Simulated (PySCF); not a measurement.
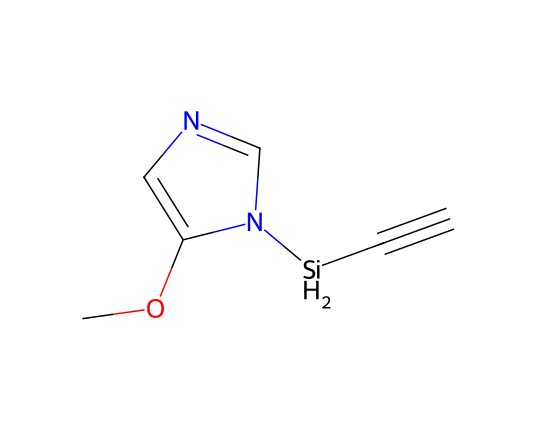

The drawing above gives the connectivity. The computed structure is the end point of a PBE0-D3(BJ)/def2-SVP optimisation. No frequency run is at hand to confirm it as a minimum.

What does the molecule look like in three dimensions?

The molecule is C₆H₈N₂OSi. As SMILES it reads `C#C[SiH2]n1cncc1OC`. Independent rings (smallest set): 1 of 5 members, 1 of them aromatic. Among its groups: ether, alkyne, Si–H bond, Si–N bond. Coordination: 2 C linear; 1 Si tetrahedral; 1 N trigonal planar; 3 C trigonal planar; 1 N bent; 1 O bent; 1 C tetrahedral.

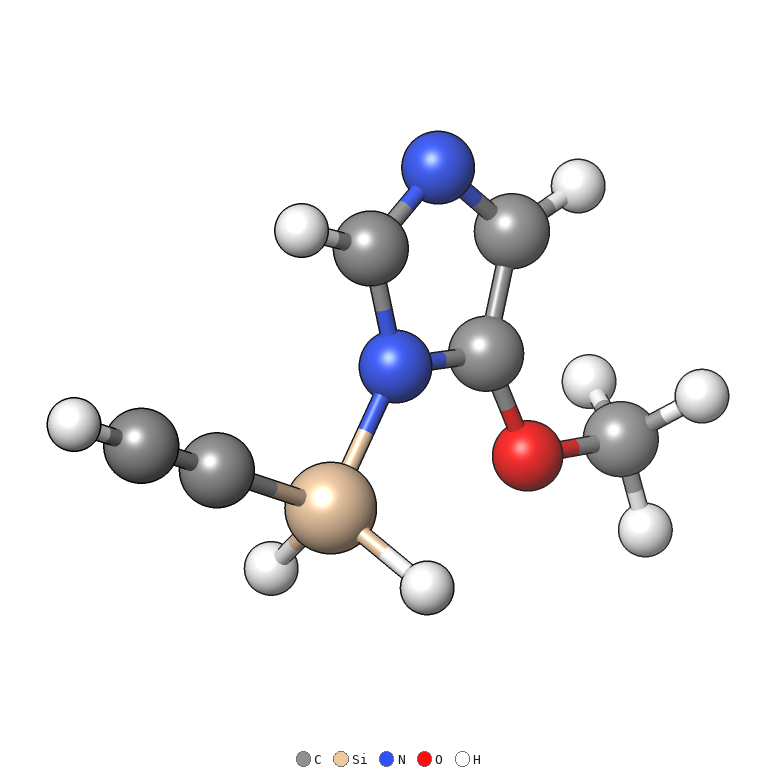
